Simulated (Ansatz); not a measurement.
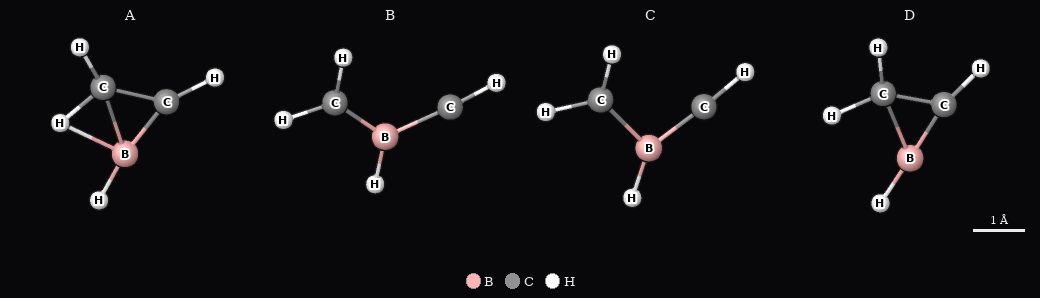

4 geometries from one relaxation of C2H4B (charge +1), in shuffled order. The picture is a ball-and-stick view, seen at a tilt.

It is one of the separated reactants of a reaction.

These are results of RKS PBE-D4/def2-SVP (Ansatz 0.2.0), not measurements. (force threshold 0.03 eV/Å; at most 250 steps)

**Order the frames from highest to lowest energy.**

B, C, D, A. They are steps 0, 6, 10, 19, at +368.0 kJ/mol, +265.8 kJ/mol, +66.3 kJ/mol relative to the last. The largest move after the best rigid fit is that of an H atom, 0.75 Å. By element the largest moves are H 0.75 Å, C 0.65 Å, B 0.42 Å. Some distances before and after: C–C 2.345 → 1.360 Å, B–H 2.132 → 1.564 Å, B–C 1.358 → 1.701 Å, C–H 1.087 → 1.164 Å. New bonds form: C–C (2.34 → 1.36 Å). Bond angles that change, for instance: C–B–C 113.8° → 50.4°, B–C–H 120.9° → 62.9°, B–C–H 122.9° → 170.2°. The energy falls by 368.0 kJ/mol in 18 accepted moves (19 points after the start). Largest force component: 5.5 eV/Å at the start, 0.026 eV/Å at the end. The line search rejected the trial step at point 14 of the run. Cost: 15 s on 2 threads of Arm Neoverse V1, with other jobs on the host.
